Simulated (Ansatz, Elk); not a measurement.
# Bonding as seen by X-rays: Zn2SnS4

The structure of Zn2SnS4 used here is made up (a known structure type with other elements) and was relaxed beforehand with PBE. The aim is the Fourier transform of its all-electron density, F(hkl), set beside the sum over free spherical atoms that refinements use.

Calculated with Elk 11.2.3 (patched build); DFT, PBE, all-electron APW+lo, Dirac cores, scalar-relativistic bands, static density, no spin.

The structure was built from a prototype and need not be the compound's stable phase.

## (1) Set-up

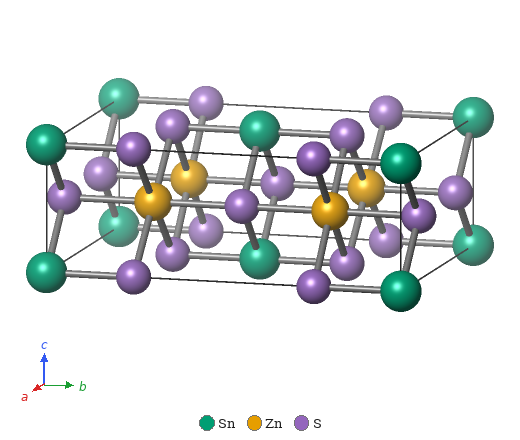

The cell as given, slightly off an axis (tin teal, zinc orange, sulfur purple). This picture shows the conventional cell, with its axes. Some periodic images of atoms are drawn too.

Structure file:

```cif
data_structure
_symmetry_space_group_name_H-M 'P 1'
_symmetry_Int_Tables_number 1
_cell_length_a 6.3477
_cell_length_b 6.3477
_cell_length_c 3.6550
_cell_angle_alpha 90.000
_cell_angle_beta 90.000
_cell_angle_gamma 109.503
_cell_volume 138.82
loop_
_atom_site_label
_atom_site_type_symbol
_atom_site_fract_x
_atom_site_fract_y
_atom_site_fract_z
_atom_site_occupancy
Sn1 Sn 0.00000 0.00000 0.00000 1
Zn2 Zn 0.00000 0.50000 0.50000 1
Zn3 Zn 0.50000 0.00000 0.50000 1
S4 S 0.75268 0.75268 0.50000 1
S5 S 0.24732 0.24732 0.50000 1
S6 S 0.75447 0.24553 0.00000 1
S7 S 0.24553 0.75447 0.00000 1
```

## (2) Ground state and structure factors

An all-electron density is needed, since X-rays see the cores too. Task 0 finds the density and task 195 Fourier-transforms it; tshift is off so that phases refer to the origin typed.

File elk.in:

```
tasks
  0
  195

xctype
  20

spinpol
  .false.

rgkmax
  7.0

gmaxvr
  14.0

lmaxo
  7

lmaxapw
  8

swidth
  0.002

tshift
  .false.

ramdisk
  .false.

hmaxvr
  5.5

maxscl
  120

epspot
  1e-06

sppath
  './'

avec
  6.92288582024 -9.79616781315 0.00000000000
  6.92288582024 9.79616781315 0.00000000000
  0.00000000000 0.00000000000 6.90686781385

atoms
  3
  'Sn.in'
  1
  -0.0000000000 -0.0000000000 0.0000000000   0.000000 0.000000 0.000000
  'Zn.in'
  2
  0.0000000000 0.5000000000 0.5000000000   0.000000 0.000000 0.000000
  0.5000000000 0.0000000000 0.5000000000   0.000000 0.000000 0.000000
  'S.in'
  4
  0.7526833117 0.7526833117 0.5000000000   0.000000 0.000000 0.000000
  0.2473166883 0.2473166883 0.5000000000   0.000000 0.000000 0.000000
  0.7544721921 0.2455278079 0.0000000000   0.000000 0.000000 0.000000
  0.2455278079 0.7544721921 0.0000000000   0.000000 0.000000 0.000000

ngridk
  4 4 6
```

The run is started by

```
> OMP_NUM_THREADS=4 elk
```

Numbers of over 12 decimals in the logs are rounded to 6 here.

The program printed:

```text
┌─────────────────────────┐
│ Elk code version 11.2.3 │
└─────────────────────────┘

All units are atomic (Hartree, Bohr, etc.)

┌─────────────────────────────────────────────────┐
│ Ground-state run starting from atomic densities │
└─────────────────────────────────────────────────┘

Lattice vectors :
   6.922885820      -9.796167813       0.000000000
   6.922885820       9.796167813       0.000000000
   0.000000000       0.000000000       6.906867814

Reciprocal lattice vectors :
  0.4537981320     -0.3206960838       0.000000000
  0.4537981320      0.3206960838      -0.000000000
  -0.000000000       0.000000000      0.9097011086

Unit cell volume      :    936.8164866
Brillouin zone volume :   0.2647799404

Muffin-tin inner radius fraction :   0.1000000000E-01

Nuclei treated as point charges

Species : 1 (Sn)
 parameters loaded from : Sn.in
 name : tin
 nuclear charge    :   -50.00000000
 electronic charge :    50.00000000
 atomic mass :    216395.0922
 muffin-tin radius :    2.578584243
 number of radial points in muffin-tin :   1193
 inner part over the whole radius :   0.9937921118E-02
 number on inner part of muffin-tin    :    850
 approximate nuclear radius :   0.8828114845E-04
 number of mesh points to nuclear radius :    428
 atomic positions (lattice), magnetic fields (Cartesian) :
  1 :   0.00000000  0.00000000  0.00000000    0.00000000  0.00000000  0.00000000

Species : 2 (Zn)
 parameters loaded from : Zn.in
 name : zinc
 nuclear charge    :   -30.00000000
 electronic charge :    30.00000000
 atomic mass :    119233.3130
 muffin-tin radius :    2.400000000
 number of radial points in muffin-tin :    993
 inner part over the whole radius :   0.9843840322E-02
 number on inner part of muffin-tin    :    701
 approximate nuclear radius :   0.7484757725E-04
 number of mesh points to nuclear radius :    337
 atomic positions (lattice), magnetic fields (Cartesian) :
  1 :   0.00000000  0.50000000  0.50000000    0.00000000  0.00000000  0.00000000
  2 :   0.50000000  0.00000000  0.50000000    0.00000000  0.00000000  0.00000000

Species : 3 (S)
 parameters loaded from : S.in
 name : sulphur
 nuclear charge    :   -16.00000000
 electronic charge :    16.00000000
 atomic mass :    58450.91931
 muffin-tin radius :    2.181878975
 number of radial points in muffin-tin :    793
 inner part over the whole radius :   0.9915273010E-02
 number on inner part of muffin-tin    :    554
 approximate nuclear radius :   0.6195814986E-04
 number of mesh points to nuclear radius :    251
 atomic positions (lattice), magnetic fields (Cartesian) :
  1 :  -0.24731669 -0.24731669  0.50000000    0.00000000  0.00000000  0.00000000
  2 :   0.24731669  0.24731669  0.50000000    0.00000000  0.00000000  0.00000000
  3 :  -0.24552781  0.24552781  0.00000000    0.00000000  0.00000000  0.00000000
  4 :   0.24552781 -0.24552781  0.00000000    0.00000000  0.00000000  0.00000000

Total number of atoms per unit cell :    7
Total muffin-tin volume :    361.6661448
 ratio of muffin-tin to unit cell volume :   0.3860586892

Spin treatment :
 spin-unpolarised

Number of Bravais lattice symmetries :    8
Number of crystal symmetries         :    8
Crystal has inversion symmetry
Real symmetric eigensolver will be used

k-point grid :      4     4     6
k-point offset :    0.000000000       0.000000000       0.000000000
k-point set is reduced with full crystal symmetry group
Total number of k-points :       28

Muffin-tin radius times maximum |G+k| :    7.000000000
 using average radius
Maximum |G+k| for APW functions       :    3.042325552
Maximum (1/2)|G+k|²                   :    4.627872381
Maximum |G| for potential and density :    14.00000000
Constant for pseudocharge density :    9
 order of it for each species :   16  16  16
 order of it for pair densities of each species (exact exchange by exxq0 0: 17) :   12  11   8
Radial integration step length :    1

G-vector grid sizes :     54    54    32
Number of G-vectors :    43475

Maximum angular momentum used for
[...]
xc potential                :     -540.26967840310
 exchange                    :     -403.06381234926
 correlation                 :     -8.133253
 electron entropic           :    -0.44818538229346E-05
 total energy                :     -11370.125243095

Density of states at Fermi energy :   0.1509480288
 (states/Hartree/unit cell)

Estimated indirect band gap :   0.2390910000E-01
 from k-point 1 to k-point 28
Estimated direct band gap   :   0.2412968317E-01
 at k-point 28

Charges :
 core                        :    94.00000000
 valence                     :    80.00000000
 interstitial                :    10.48184008
 muffin-tins (core leakage)
  species : 1 (Sn)
[...]
species : 2 (Zn)
[...]
species : 3 (S)
[...]
total in muffin-tins        :    163.5181599
 total calculated charge     :    173.9991987
 total charge                :    174.0000000
 error                       :   0.8012794375E-03

RMS change in Kohn-Sham potential (target) :   0.3466819510     (  0.1000000000E-05)
Absolute change in total energy (target)   :   0.6061439224     (  0.1000000000E-03)

[... loops 3 to 14 left out ...]

┌──────────────────┐
│ Loop number : 15 │
└──────────────────┘

Energies :
 Fermi                       :     0.161412
 sum of occupied eigenvalues :     -6684.2639495751
 electron kinetic            :      11766.728880480
 core electron kinetic       :      11049.801321533
 Coulomb                     :     -22723.586146873
 Coulomb potential           :     -17916.148389452
 nuclear-nuclear             :     -1251.4769715360
 electron-nuclear            :     -25055.650789385
 Hartree                     :      3583.5416140481
 Madelung                    :     -13765.511952147
 xc potential                :     -534.84444060304
 exchange                    :     -403.20277672987
 correlation                 :     -8.144005
 electron entropic           :    -0.19012935398905E-03
 total energy                :     -11368.204237936

Density of states at Fermi energy :    10.04533179
 (states/Hartree/unit cell)

Estimated indirect band gap :   0.1854786832E-01
 from k-point 1 to k-point 1
Estimated direct band gap   :   0.1854786832E-01
 at k-point 1

Charges :
 core                        :    94.00000000
 valence                     :    80.00000000
 interstitial                :    10.55816062
 muffin-tins (core leakage)
  species : 1 (Sn)
[...]
species : 2 (Zn)
[...]
species : 3 (S)
[...]
total in muffin-tins        :    163.4418394
 total calculated charge     :    173.9992025
 total charge                :    174.0000000
 error                       :   0.7975123709E-03

RMS change in Kohn-Sham potential (target) :   0.2645782095E-06 (  0.1000000000E-05)
Absolute change in total energy (target)   :   0.6384701919E-04 (  0.1000000000E-03)

Convergence targets achieved

┌──────────────────┐
│ Loop number : 16 │
└──────────────────┘

Energies :
 Fermi                       :     0.161412
 sum of occupied eigenvalues :     -6684.2639395100
 electron kinetic            :      11766.728891887
 core electron kinetic       :      11049.801329015
 Coulomb                     :     -22723.586149358
 Coulomb potential           :     -17916.148383087
 nuclear-nuclear             :     -1251.4769715360
 electron-nuclear            :     -25055.650799815
 Hartree                     :      3583.5416219933
 Madelung                    :     -13765.511957815
 xc potential                :     -534.84444831030
 exchange                    :     -403.20277657737
 correlation                 :     -8.144005
 electron entropic           :    -0.19012937786429E-03
 total energy                :     -11368.204228875

Density of states at Fermi energy :    10.04533267
 (states/Hartree/unit cell)

Estimated indirect band gap :   0.1854782839E-01
 from k-point 1 to k-point 1
Estimated direct band gap   :   0.1854782839E-01
 at k-point 1

Charges :
 core                        :    94.00000000
 valence                     :    80.00000000
 interstitial                :    10.55816010
 muffin-tins (core leakage)
  species : 1 (Sn)
[...]
species : 2 (Zn)
[...]
species : 3 (S)
[...]
atom 2                    :    14.45965756     (  0.7894672027E-04)
   atom 3                    :    14.47011767     (  0.7896759822E-04)
   atom 4                    :    14.47011767     (  0.7896759822E-04)
 total in muffin-tins        :    163.4418399
 total calculated charge     :    173.9992025
 total charge                :    174.0000000
 error                       :   0.7975124309E-03

┌──────────────────────────────┐
│ Self-consistent loop stopped │
└──────────────────────────────┘

Wrote STATE.OUT
```

Run time: 48 s. Hardware: 4 threads of Arm Neoverse V2, shared host; peak memory 0.25 GiB.

SFACRHO.OUT:

```text

h k l indices transformed by vhmat matrix:
   1.000000000       0.000000000       0.000000000    
   0.000000000       1.000000000       0.000000000    
   0.000000000       0.000000000       1.000000000    

      h      k      l  multipl.   |H|            Re(F)            Im(F)           |F|

      0      0      0      1   0.0000000       174.00000      0.94422159E-16   174.00000    
     -1      0      0      4  0.55567861       48.608561      0.32502351E-14   48.608561    
     -1      1      0      2  0.64139217      -9.3533342      0.13204080E-14   9.3533342    
     -1     -1      0      2  0.90759626      -8.8490598     -0.32645645E-13   8.8490598    
      0      0     -1      2  0.90970111      -8.9436880     -0.41893537E-13   8.9436880    
     -2      1      0      4   1.0637418       40.963035      0.97507053E-14   40.963035    
      0     -1     -1      8   1.0659901       42.915473      0.13000940E-13   42.915473    
      0      2      0      4   1.1113572       44.160822     -0.34533748E-13   44.160822    
      1     -1     -1      4   1.1130768       44.073428      0.26712870E-13   44.073428    
      2     -2      0      2   1.2827843       134.98646     -0.26408160E-14   134.98646    
      1      1     -1      4   1.2850242       135.02927      0.29045356E-13   135.02927    
      2      1      0      4   1.3986567       39.035926      0.65004702E-14   39.035926    
      2     -1      1      8   1.3996795       37.292498     -0.16251176E-14   37.292498    
     -2      0      1      8   1.4362002      -7.7057991     -0.17266874E-14   7.7057991    
     -1      3      0      4   1.5713900      -7.5146379      0.19704550E-13   7.5146379    
      2     -2     -1      4   1.5726067      -7.5567171     -0.22548506E-13   7.5567171    
     -2      3      0      4   1.6664580       40.625320     -0.32502351E-14   40.625320    
      0     -3      0      4   1.6670358       34.468965      0.48753527E-14   34.468965
```

Elk indexes on the primitive cell of elk.in and gives |H| = 4π sin θ/λ in inverse bohr. Below, one row stands for each form hkl of the conventional cell (m members, Friedel mates merged), F is for one primitive cell and the density is static (no thermal factor). Free-atom factors are Waasmaier and Kirfel's, and R is Σm||F|−|F'||/Σm|F|.

```csv
hkl,m,sin θ/λ (Å⁻¹),"abs F, DFT",neutral atoms,diff.
110,4,0.084,48.609,48.622,-0.014
020,2,0.097,9.353,9.497,-0.144
200,2,0.137,8.849,9.079,-0.230
001,2,0.137,8.944,9.090,-0.146
130,4,0.160,40.963,41.047,-0.084
111,8,0.160,42.916,42.954,-0.039
220,4,0.167,44.161,45.078,-0.917
021,4,0.167,44.073,45.061,-0.987
040,2,0.193,134.987,134.860,+0.127
201,4,0.193,135.029,134.908,+0.121
310,4,0.210,39.036,39.215,-0.180
131,8,0.210,37.292,37.503,-0.211
221,8,0.216,7.706,8.006,-0.300
240,4,0.236,7.515,7.844,-0.329
041,4,0.236,7.557,7.853,-0.296
150,4,0.251,40.625,40.538,+0.088
330,4,0.251,34.469,34.749,-0.280
311,8,0.251,39.050,38.968,+0.082
```

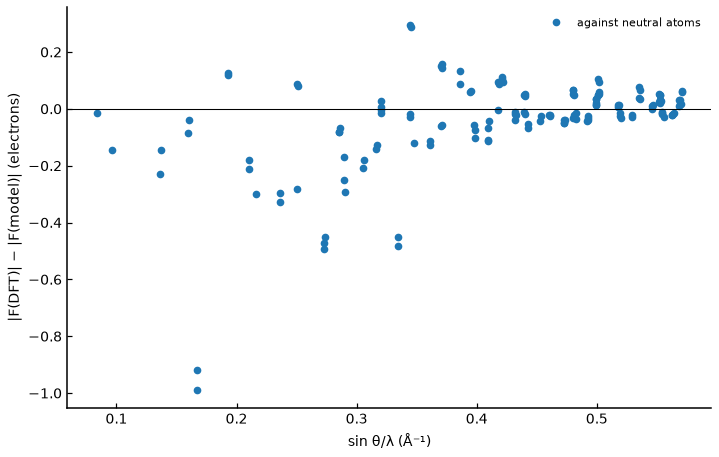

Difference between the calculated structure factors and the independent-atom ones.

## (3) The highest occupied states alone

An energy window below the Fermi level keeps the highest occupied states, to see at which angles they scatter; shallow core shells can lie inside it and anion s states outside. No new self-consistency is needed.

elk.in: that of step 2 with these lines changed.

```diff
@@ -1,3 +1,2 @@
 tasks
-  0
   195
@@ -40,2 +39,5 @@
 
+wsfac
+  -0.389830 0.461410
+
 sppath
```

The run is started by

```
> OMP_NUM_THREADS=4 elk
```

The program printed:

```text
┌─────────────────────────────────┐
│ Elk code version 11.2.3 started │
└─────────────────────────────────┘

Info(readinput): the functional depends on the density's gradient
 muffin-tin radial points multiplied by    2.00000
 (not where nrmtscf is given)

┌────────────────────┐
│ Current task : 195 │
└────────────────────┘
Info(checkmt): changed muffin-tin radius of species 1 (Sn) from   2.6000 to   2.5786
Info(checkmt): changed muffin-tin radius of species 3 (S) from   2.2000 to   2.1819

Info(sfacrho): density structure factors written to SFACRHO.OUT

 Energy window :  -0.3898300000      0.4614100000

┌──────────────────┐
│ Elk code stopped │
└──────────────────┘
```

The job ended after 16 s (4 threads; peak memory 0.2 GiB).

States within 15 eV below the Fermi level hold 52.00 electrons; any levels below the window count with the cores. Their amplitudes can exceed the total, where window and core parts have opposite phase:

| hkl | sin θ/λ (Å⁻¹) | abs F, window | abs F, all |
| --- | --- | --- | --- |
| 110 | 0.084 | 2.927 | 48.609 |
| 020 | 0.097 | 18.481 | 9.353 |
| 200 | 0.137 | 17.165 | 8.849 |
| 001 | 0.137 | 17.237 | 8.944 |
| 130 | 0.160 | 0.310 | 40.963 |
| 111 | 0.160 | 0.763 | 42.916 |
| 220 | 0.167 | 6.859 | 44.161 |
| 021 | 0.167 | 6.798 | 44.073 |
| 040 | 0.193 | 23.436 | 134.987 |
| 201 | 0.193 | 23.398 | 135.029 |

## (4) Another functional

The difference from free atoms is small, so it is set against the change that LDA (Perdew-Wang) makes.

elk.in: that of step 3 with these lines changed.

```diff
@@ -1,2 +1,3 @@
 tasks
+  0
   195
@@ -4,3 +5,3 @@
 xctype
-  20
+  3
 
@@ -39,5 +40,2 @@
 
-wsfac
-  -0.389830 0.461410
-
 sppath
```

The run is started by

```
> OMP_NUM_THREADS=4 elk
```

The program printed:

```text
┌─────────────────────────┐
│ Elk code version 11.2.3 │
└─────────────────────────┘

All units are atomic (Hartree, Bohr, etc.)

┌─────────────────────────────────────────────────┐
│ Ground-state run starting from atomic densities │
└─────────────────────────────────────────────────┘

Lattice vectors :
   6.922885820      -9.796167813       0.000000000
   6.922885820       9.796167813       0.000000000
   0.000000000       0.000000000       6.906867814

Reciprocal lattice vectors :
  0.4537981320     -0.3206960838       0.000000000
[...]
interstitial                :    10.58241696
 muffin-tins (core leakage)
  species : 1 (Sn)
[...]
species : 2 (Zn)
[...]
species : 3 (S)
[...]
atom 3                    :    14.43783064     (  0.7252356382E-04)
   atom 4                    :    14.43783064     (  0.7252356382E-04)
 total in muffin-tins        :    163.4175830
 total calculated charge     :    173.9992380
 total charge                :    174.0000000
 error                       :   0.7619843796E-03

┌──────────────────────────────┐
│ Self-consistent loop stopped │
└──────────────────────────────┘

Wrote STATE.OUT
[key lines of the parts left out:]
total energy                :     -11352.777595123
```

It took 32 s on 4 threads; peak memory 0.2 GiB; 96 s of CPU time.

Against the first run R = 0.07 %; the largest change is -0.101 at 260.

## (5) Basis size

A smaller basis shows how fast F responds to it; the change is likely larger than the basis error of the first run, but doesn't show convergence.

elk.in: that of step 4 with these lines changed.

```diff
@@ -5,3 +5,3 @@
 xctype
-  3
+  20
 
@@ -11,3 +11,3 @@
 rgkmax
-  7.0
+  5.5
```

The run is started by

```
> OMP_NUM_THREADS=4 elk
```

The program printed:

```text
┌─────────────────────────┐
│ Elk code version 11.2.3 │
└─────────────────────────┘

All units are atomic (Hartree, Bohr, etc.)

┌─────────────────────────────────────────────────┐
│ Ground-state run starting from atomic densities │
└─────────────────────────────────────────────────┘

Lattice vectors :
   6.922885820      -9.796167813       0.000000000
   6.922885820       9.796167813       0.000000000
   0.000000000       0.000000000       6.906867814

Reciprocal lattice vectors :
  0.4537981320     -0.3206960838       0.000000000
[...]
interstitial                :    10.75608850
 muffin-tins (core leakage)
  species : 1 (Sn)
[...]
species : 2 (Zn)
[...]
species : 3 (S)
[...]
atom 3                    :    14.43750753     (  0.7855456371E-04)
   atom 4                    :    14.43750753     (  0.7855456371E-04)
 total in muffin-tins        :    163.2439115
 total calculated charge     :    173.9993213
 total charge                :    174.0000000
 error                       :   0.6786641248E-03

┌──────────────────────────────┐
│ Self-consistent loop stopped │
└──────────────────────────────┘

Wrote STATE.OUT
[key lines of the parts left out:]
total energy                :     -11368.074577946
```

Elapsed: 39 s, on 4 threads; peak memory 0.23 GiB; 1.7 min of CPU time.

Against the first run R = 0.05 %; the largest change is +0.072 at 260.

## (6) Settings against the effect

```csv
run,R against the first run (%),"R against neutral atoms, low angle (%)",wall time
"PBE, rgkmax 7",0.00,0.54,48 s
LDA (Perdew-Wang),0.07,0.54,32 s
rgkmax 5.5,0.05,0.53,39 s
```

## (7) Summary of results

```yaml
r_against_neutral_atoms_sin_theta_lambda_0p3_a_minus1: 0.54 %
r_against_neutral_atoms_0p3_to_0p57_a_minus1: 0.21 %
```

What this shows: Independent neutral atoms miss the calculated amplitudes by R = 0.54 % below 0.3 Å⁻¹ and 0.21 % from there to 0.57 Å⁻¹; by shells, 0.44 % below 0.15 Å⁻¹ (4 forms), 0.55 % 0.15 to 0.3 (23 forms), 0.29 % 0.3 to 0.45 (52 forms), 0.14 % above 0.45 (70 forms). Bonding, aspherical density and the tables' own atoms all enter these figures, and the runs don't part them. The largest change of an amplitude is -0.99 electrons, at 021. The window's part falls from 52.0 electrons at the origin to at most 6.17 between 0.45 and 0.57 Å⁻¹, where compact states inside the window still scatter. Below 0.3 Å⁻¹ the changes that finished (LDA (Perdew-Wang) and rgkmax 5.5) move F by R = 0.04 % at most, against the 0.54 % that separates it from free atoms. The k-mesh has no finished test. Part of the difference isn't bonding: the tables are fits to free atoms and ions calculated by other methods than this functional. Thermal motion, anomalous dispersion and extinction are left out.

[Logs are printed without paths, hosts, clocks, repeated set-up lines and the standing remarks that a program may print on its own settings, such as how far it seeks lower states.]

[Hosts, paths, dates, database ids (printed as entryN), source tags and the programs' standing remarks are cut or masked in the printed files.]
